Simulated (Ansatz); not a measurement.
## Nudged elastic band of HfH4Cl2O3 (part 1 of 2)

The run: nudged elastic band of HfH4Cl2O3. Method and program: RKS PBE0/def2-SVP (Ansatz 0.2.0).

It belongs to a series of runs on one base structure; here: band between the two ends.

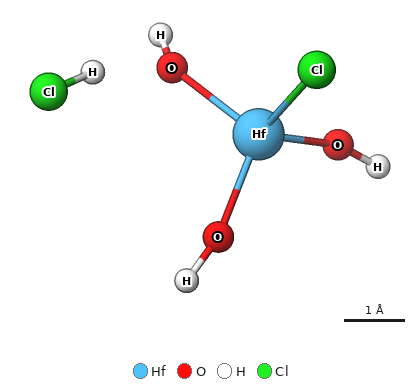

*The input geometry (ball-and-stick view, seen at an oblique angle). Sticks mark near contacts.*

Bond lengths as drawn: Cl–H 1.32 Å, Cl–Hf 2.38 Å, Hf–O 1.91 to 1.97 Å and H–O 0.96 Å.

**The input**
```yaml
crystal:
  periodic: [false, false, false]
  atoms:
    - { symbol: Hf, position_ang: [-0.263943, -0.169415, 0.000194] }
    - { symbol: O, position_ang: [-0.249205, 0.296325, 1.91614] }
    - { symbol: H, position_ang: [-0.643889, 0.019669, 2.746848] }
    - { symbol: O, position_ang: [1.52227, -0.38555, -0.638931] }
    - { symbol: H, position_ang: [2.459933, -0.306282, -0.808776] }
    - { symbol: Cl, position_ang: [-1.410688, 1.511477, -1.224838] }
    - { symbol: O, position_ang: [-1.223106, -1.812705, -0.182764] }
    - { symbol: H, position_ang: [-1.484619, -2.686787, -0.468448] }
    - { symbol: Cl, position_ang: [1.750912, 2.586706, 1.835815] }
    - { symbol: H, position_ang: [0.863534, 1.65046, 2.099461] }
basis:
  gaussian: { orbitals: def2-SVP }
hamiltonian:
  xc: pbe0
neb:
  order_check: false
  images: 7
  f_tol: 0.05
  max_iterations: 60
  final_atoms:
    - { symbol: Hf, position_ang: [0.06542627, 0.45703668, -0.04858111] }
    - { symbol: O, position_ang: [0.59586385, -0.12691644, 2.16777105] }
    - { symbol: H, position_ang: [-0.13468486, -0.72839752, 2.38410757] }
    - { symbol: O, position_ang: [1.77177627, -0.17327259, -0.61868161] }
    - { symbol: H, position_ang: [2.56001031, -0.63284517, -0.90122013] }
    - { symbol: Cl, position_ang: [-1.02141842, 0.96837268, -2.10122046] }
    - { symbol: O, position_ang: [-1.21057044, -0.92279698, 0.53959345] }
    - { symbol: H, position_ang: [-1.90456882, -1.37964794, 0.05679183] }
    - { symbol: Cl, position_ang: [0.0458392, 2.62039871, 1.01798237] }
    - { symbol: H, position_ang: [0.55352565, 0.62196656, 2.77815805] }
  initial_path:
    images:
      - { positions_ang: [[-0.263943, -0.169415, 0.000194], [-0.249205, 0.296325, 1.91614], [-0.643889, 0.019669, 2.746848], [1.52227, -0.38555, -0.638931], [2.459933, -0.306282, -0.808776], [-1.410688, 1.511477, -1.224838], [-1.223106, -1.812705, -0.182764], [-1.484619, -2.686787, -0.468448], [1.750912, 2.586706, 1.835815], [0.863534, 1.65046, 2.099461]] }
      - { positions_ang: [[-0.19785936, -0.13058985, 0.00064005], [-0.186356, 0.23326517, 2.0424244], [-0.7088921, -0.04502665, 2.75162649], [1.62964247, -0.29146727, -0.6514709], [2.41458658, -0.46978954, -0.80237885], [-1.36044686, 1.63566465, -1.13993234], [-1.1564408, -1.79201035, -0.29845629], [-1.46479186, -2.56056234, -0.31676173], [1.57095701, 2.55916456, 1.58454936], [0.78079993, 1.56524962, 2.10446081]] }
      - { positions_ang: [[-0.13177573, -0.0917647, 0.0010861], [-0.12350699, 0.17020533, 2.1687088], [-0.7738952, -0.10972231, 2.75640499], [1.73701494, -0.19738454, -0.6640108], [2.36924016, -0.63329707, -0.79598171], [-1.31020572, 1.75985231, -1.05502668], [-1.08977561, -1.77131569, -0.41414857], [-1.44496473, -2.43433767, -0.16507547], [1.39100202, 2.53162312, 1.33328372], [0.69806585, 1.48003923, 2.10946062]] }
      - { positions_ang: [[-0.06569209, -0.05293955, 0.00153216], [-0.06065799, 0.1071455, 2.2949932], [-0.8388983, -0.17441796, 2.76118348], [1.84438742, -0.10330181, -0.6765507], [2.32389374, -0.79680461, -0.78958456], [-1.25996458, 1.88403996, -0.97012103], [-1.02311041, -1.75062104, -0.52984086], [-1.42513759, -2.30811301, -0.0133892], [1.21104702, 2.50408167, 1.08201809], [0.61533178, 1.39482885, 2.11446043]] }
      - { positions_ang: [[0.00039154, -0.0141144, 0.00197821], [0.00219101, 0.04408567, 2.42127759], [-0.9039014, -0.23911362, 2.76596197], [1.95175989, -0.00921908, -0.6890906], [2.27854732, -0.96031215, -0.78318741], [-1.20972343, 2.00822762, -0.88521537], [-0.95644521, -1.72992639, -0.64553315], [-1.40531045, -2.18188835, 0.13829706], [1.03109203, 2.47654023, 0.83075245], [0.5325977, 1.30961846, 2.11946024]] }
      - { positions_ang: [[0.01665022, 0.10367337, -0.01066162], [0.15060922, 0.00133514, 2.35790096], [-0.71159726, -0.36143459, 2.67049837], [1.90676398, -0.05023246, -0.67148835], [2.34891306, -0.8784454, -0.81269559], [-1.16264718, 1.74826388, -1.18921664], [-1.01997652, -1.52814403, -0.3492515], [-1.53012504, -1.98132825, 0.11792075], [0.78477882, 2.51250485, 0.87755993], [0.53782969, 1.13770549, 2.28413469]] }
      - { positions_ang: [[0.03290891, 0.22146114, -0.02330145], [0.29902743, -0.04141539, 2.29452432], [-0.51929313, -0.48375557, 2.57503477], [1.86176808, -0.09124583, -0.65388611], [2.41927881, -0.79657866, -0.84220377], [-1.11557093, 1.48830015, -1.49321791], [-1.08350783, -1.32636168, -0.05296985], [-1.65493964, -1.78076814, 0.09754445], [0.53846562, 2.54846947, 0.92436741], [0.54306168, 0.96579251, 2.44880914]] }
      - { positions_ang: [[0.04916759, 0.33924891, -0.03594128], [0.44744564, -0.08416591, 2.23114769], [-0.326989, -0.60607654, 2.47957117], [1.81677217, -0.13225921, -0.63628386], [2.48964456, -0.71471191, -0.87171195], [-1.06849467, 1.22833641, -1.79721919], [-1.14703914, -1.12457933, 0.2433118], [-1.77975423, -1.58020804, 0.07716814], [0.29215241, 2.58443409, 0.97117489], [0.54829367, 0.79387954, 2.61348359]] }
      - { positions_ang: [[0.06542627, 0.45703668, -0.04858111], [0.59586385, -0.12691644, 2.16777105], [-0.13468486, -0.72839752, 2.38410757], [1.77177627, -0.17327259, -0.61868161], [2.56001031, -0.63284517, -0.90122013], [-1.02141842, 0.96837268, -2.10122046], [-1.21057044, -0.92279698, 0.53959345], [-1.90456882, -1.37964794, 0.05679183], [0.0458392, 2.62039871, 1.01798237], [0.55352565, 0.62196656, 2.77815805]] }
```

Launch command:
```bash
ansatz run input.yaml --threads 4 --pin off --max-ram 5120MiB --backend cpu --events-out ev --progress --plain --runs-dir out
```

**Log**
```
Engine: ansatz 0.2.0, aarch64-unknown-linux-gnu
Functional definition: PBE0
  parameter a = 0.25
  parameter kappa = 0.804
  parameter beta = 0.06672455060314922
  exchange = (1 - a)*pbe_x(kappa = kappa, mu = beta*pi^2/3) + a*exact_x
  correlation = pbe_c(beta = beta)
1315 factors; integrals over basis functions are off by at most 4.0e-4 eV
mean field evaluation 1: about -32525.5395 eV, gradient 8.6e1 eV
mean field evaluation 2: about -32480.3529 eV, gradient 1.8e2 eV
mean field evaluation 4: about -32538.3890 eV, gradient 6.0e0 eV
mean field evaluation 8: about -32538.5096 eV, gradient 4.4e-1 eV
mean field evaluation 16: about -32538.5101 eV, gradient 3.9e-5 eV
mean field -32538.51008162 eV, -1195.7681901054 hartree, gradient 3.7e-5 eV, S^2 0.000000; 0 other end points of the search recorded, 0 dependent functions left out
the calculation of the forces begins
reference -32538.51014268 eV, -1195.7681923492 hartree; 37, 37 occupied and 93, 93 virtual orbitals, 1315 factors
1317 factors; integrals over basis functions are off by at most 1.0e-3 eV
mean field evaluation 32: about -32539.3857 eV, gradient 9.0e-4 eV
mean field -32539.38572739 eV, -1195.8003694938 hartree, gradient 3.1e-5 eV, S^2 0.000000; 0 other end points of the search recorded, 0 dependent functions left out
[... from here on the field's lines of each further geometry are left out, up to the last ...]
NEB iter   1: max|band force component| = 1.983e1 eV/Å  barrier→ = 3.4102 eV  barrier← = 4.2859 eV  Δτ_max = 0.2000 Å  (263 SCF iters)
NEB iter   2: max|band force component| = 1.894e0 eV/Å  barrier→ = 1.1313 eV  barrier← = 2.0070 eV  Δτ_max = 0.2000 Å  (244 SCF iters)
NEB iter   3: max|band force component| = 1.682e0 eV/Å  barrier→ = 0.4761 eV  barrier← = 1.3517 eV  Δτ_max = 0.2000 Å  (240 SCF iters)
NEB iter   4: max|band force component| = 1.222e0 eV/Å  barrier→ = 0.1606 eV  barrier← = 1.0362 eV  Δτ_max = 0.2000 Å  (227 SCF iters)
NEB iter   5: max|band force component| = 8.880e-1 eV/Å  barrier→ = 0.1178 eV  barrier← = 0.9935 eV  Δτ_max = 0.2000 Å  (220 SCF iters)
NEB iter   6: max|band force component| = 5.291e0 eV/Å  barrier→ = 0.0698 eV  barrier← = 0.9454 eV  Δτ_max = 0.1026 Å  (225 SCF iters)
NEB iter   7: max|band force component| = 7.115e-1 eV/Å  barrier→ = 0.0506 eV  barrier← = 0.9263 eV  Δτ_max = 0.2000 Å  (213 SCF iters)
NEB iter   8: max|band force component| = 7.790e-1 eV/Å  barrier→ = 0.0418 eV  barrier← = 0.9174 eV  Δτ_max = 0.1002 Å  (229 SCF iters)
NEB iter   9: max|band force component| = 1.040e0 eV/Å  barrier→ = 0.0405 eV  barrier← = 0.9161 eV  Δτ_max = 0.0504 Å  (222 SCF iters)
NEB iter  10: max|band force component| = 3.918e-1 eV/Å  barrier→ = 0.0340 eV  barrier← = 0.9097 eV  CI = image 2  Δτ_max = 0.1006 Å  (220 SCF iters)
NEB iter  11: max|band force component| = 2.666e-1 eV/Å  barrier→ = 0.0291 eV  barrier← = 0.9047 eV  CI = image 2  Δτ_max = 0.1028 Å  (215 SCF iters)
NEB iter  12: max|band force component| = 2.399e-1 eV/Å  barrier→ = 0.0261 eV  barrier← = 0.9018 eV  CI = image 2  Δτ_max = 0.0502 Å  (219 SCF iters)
NEB iter  13: max|band force component| = 1.538e-1 eV/Å  barrier→ = 0.0233 eV  barrier← = 0.8990 eV  CI = image 2  Δτ_max = 0.0499 Å  (221 SCF iters)
NEB iter  14: max|band force component| = 1.411e-1 eV/Å  barrier→ = 0.0206 eV  barrier← = 0.8963 eV  CI = image 2  Δτ_max = 0.0504 Å  (220 SCF iters)
NEB iter  15: max|band force component| = 1.213e-1 eV/Å  barrier→ = 0.0181 eV  barrier← = 0.8937 eV  CI = image 2  Δτ_max = 0.0499 Å  (219 SCF iters)
NEB iter  16: max|band force component| = 8.918e-2 eV/Å  barrier→ = 0.0166 eV  barrier← = 0.8922 eV  CI = image 2  Δτ_max = 0.0503 Å  (222 SCF iters)
NEB iter  17: max|band force component| = 6.582e-2 eV/Å  barrier→ = 0.0159 eV  barrier← = 0.8915 eV  CI = image 2  Δτ_max = 0.0503 Å  (221 SCF iters)
NEB iter  18: max|band force component| = 1.169e-1 eV/Å  barrier→ = 0.0157 eV  barrier← = 0.8914 eV  CI = image 2  Δτ_max = 0.0251 Å  (223 SCF iters)
NEB iter  19: max|band force component| = 4.021e-2 eV/Å  barrier→ = 0.0155 eV  barrier← = 0.8911 eV  CI = image 2  Δτ_max = 0.0413 Å  (403 SCF iters)
NEB iter  20: max|band force component| = 8.709e-2 eV/Å  barrier→ = 0.0152 eV  barrier← = 0.8909 eV  CI = image 2  Δτ_max = 0.0501 Å  (30 SCF iters)
NEB iter  21: max|band force component| = 5.224e-1 eV/Å  barrier→ = 0.0188 eV  barrier← = 0.8944 eV  CI = image 2  Δτ_max = 0.0250 Å  (224 SCF iters)
NEB iter  22: max|band force component| = 1.248e-1 eV/Å  barrier→ = 0.0151 eV  barrier← = 0.8907 eV  CI = image 2  Δτ_max = 0.0500 Å  (223 SCF iters)
NEB iter  23: max|band force component| = 1.841e-1 eV/Å  barrier→ = 0.0150 eV  barrier← = 0.8907 eV  CI = image 2  Δτ_max = 0.0251 Å  (215 SCF iters)
NEB iter  24: max|band force component| = 9.657e-2 eV/Å  barrier→ = 0.0150 eV  barrier← = 0.8907 eV  CI = image 2  Δτ_max = 0.0370 Å  (206 SCF iters)
NEB iter  25: max|band force component| = 7.052e-2 eV/Å  barrier→ = 0.0150 eV  barrier← = 0.8907 eV  CI = image 2  Δτ_max = 0.0299 Å  (212 SCF iters)
NEB iter  26: max|band force component| = 6.278e-2 eV/Å  barrier→ = 0.0150 eV  barrier← = 0.8907 eV  CI = image 2  Δτ_max = 0.0485 Å  (208 SCF iters)
NEB iter  27: max|band force component| = 6.743e-2 eV/Å  barrier→ = 0.0150 eV  barrier← = 0.8906 eV  CI = image 2  Δτ_max = 0.0243 Å  (208 SCF iters)
NEB iter  28: max|band force component| = 6.666e-2 eV/Å  barrier→ = 0.0150 eV  barrier← = 0.8906 eV  CI = image 2  Δτ_max = 0.0244 Å  (209 SCF iters)
NEB iter  29: max|band force component| = 1.329e-1 eV/Å  barrier→ = 0.0150 eV  barrier← = 0.8906 eV  CI = image 2  Δτ_max = 0.0122 Å  (198 SCF iters)
the calculation of the forces begins
reference -32539.34801500 eV, -1195.7989835892 hartree; 37, 37 occupied and 93, 93 virtual orbitals, 1317 factors
1315 factors; integrals over basis functions are off by at most 1.2e-3 eV
mean field -32538.49509938 eV, -1195.7676395180 hartree, gradient 8.6e-5 eV, S^2 0.000000; 1 other end points of the search recorded, 0 dependent functions left out
the calculation of the forces begins
reference -32538.49516250 eV, -1195.7676418377 hartree; 37, 37 occupied and 93, 93 virtual orbitals, 1315 factors
NEB iter  30: max|band force component| = 4.792e-2 eV/Å  barrier→ = 0.0150 eV  barrier← = 0.8906 eV  CI = image 2  Δτ_max = 0.0000 Å  (411 SCF iters)
```
